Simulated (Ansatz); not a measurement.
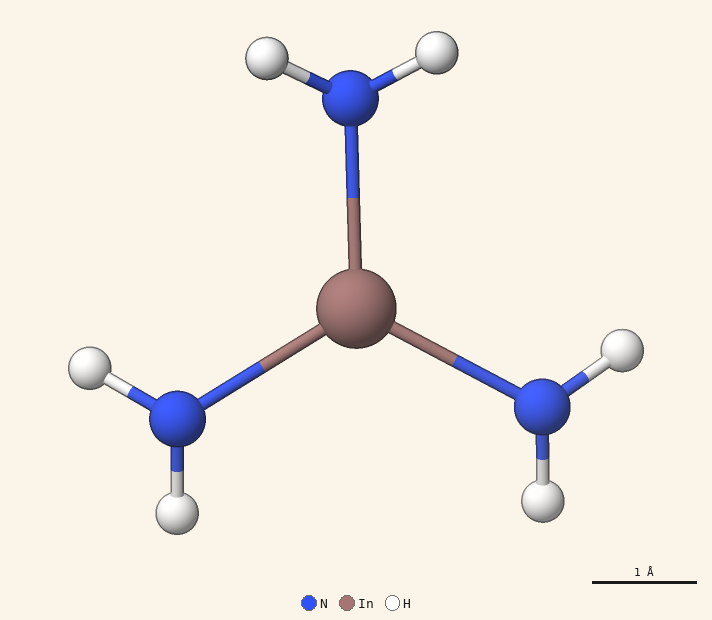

Ball-and-stick drawing of a structure. Every bond is drawn as one stick, whatever its order.

What does the picture show?

It has 10 atoms: 6 hydrogen, 1 indium and 3 nitrogen (H6InN3). Its SMILES string is `[NH2][In]([NH2])[NH2]`. The point group is Cs. Coordination, clear cases only: 1 In trigonal planar.

The parts below concern this one geometry. Atoms keep their numbers from picture to picture. The computed structure is the end point of a PBE0-D4/def2-TZVP optimisation.

**Levels of theory compared**

Program: Ansatz 0.2.0.

Tabulate HOMO energy (eV), HOMO–LUMO gap (eV), dipole (D) at these levels: B3LYP-D4/def2-TZVPP; PBE-D4/def2-TZVPP; r2SCAN-D4/def2-TZVPP; ωB97M-V/def2-TZVPP.

```json
{"level": "B3LYP-D4/def2-TZVPP", "HOMO energy (eV)": "−6.52", "HOMO–LUMO gap (eV)": "5.54", "dipole (D)": "0.94"}
{"level": "PBE-D4/def2-TZVPP", "HOMO energy (eV)": "−5.38", "HOMO–LUMO gap (eV)": "3.88", "dipole (D)": "0.88"}
{"level": "r2SCAN-D4/def2-TZVPP", "HOMO energy (eV)": "−5.66", "HOMO–LUMO gap (eV)": "4.48", "dipole (D)": "0.91"}
{"level": "ωB97M-V/def2-TZVPP", "HOMO energy (eV)": "−9.13", "HOMO–LUMO gap (eV)": "10.15", "dipole (D)": "0.98"}
```

**Thermal motion**

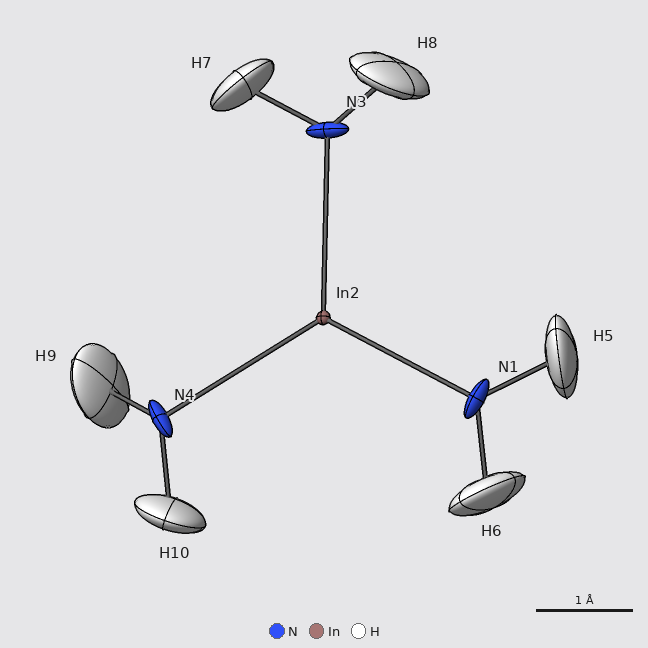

Displacement ellipsoids at the 50 % level, from the internal vibrations of the free molecule (harmonic, no overall translation or rotation; no half-axis is drawn under 0.075 Å). Vibrations computed with RKS PBE0-D4/def2-TZVP, core potentials on In (Ansatz 0.2.0). Temperature: 400 K.

Give the displacement parameters, one line for each set of equivalent atoms. Atoms whose distances differ by more than 0.02 Å in this geometry are listed apart.

| atom | U_eq (Å²) | rms amplitudes (Å) |
| --- | --- | --- |
| N1, N4 | 0.0105 | 0.055, 0.081, 0.148 |
| In2 | 0.00089 | 0.028, 0.028, 0.033 |
| N3 | 0.0107 | 0.054, 0.080, 0.152 |
| H5, H9 | 0.0663 | 0.105, 0.256, 0.350 |
| H6, H10 | 0.0662 | 0.106, 0.252, 0.352 |
| H7, H8 | 0.0644 | 0.106, 0.257, 0.341 |

**Charges**

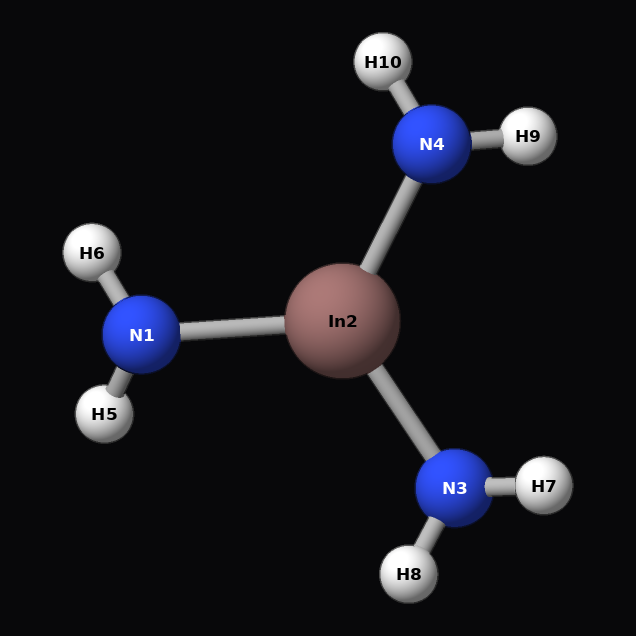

The questions are on Mulliken charges. Method: RKS PBE0-D4/def2-TZVP, core potentials on In (Ansatz 0.2.0).

Give the Mulliken charges atom by atom.

```csv
atom,value (e)
N1,−0.76
In2,0.89
N3,−0.77
N4,−0.76
H5,0.23
H6,0.23
H7,0.23
H8,0.23
H9,0.23
H10,0.23
```

Mulliken values depend strongly on the basis set and can even reverse the polarity of a bond.
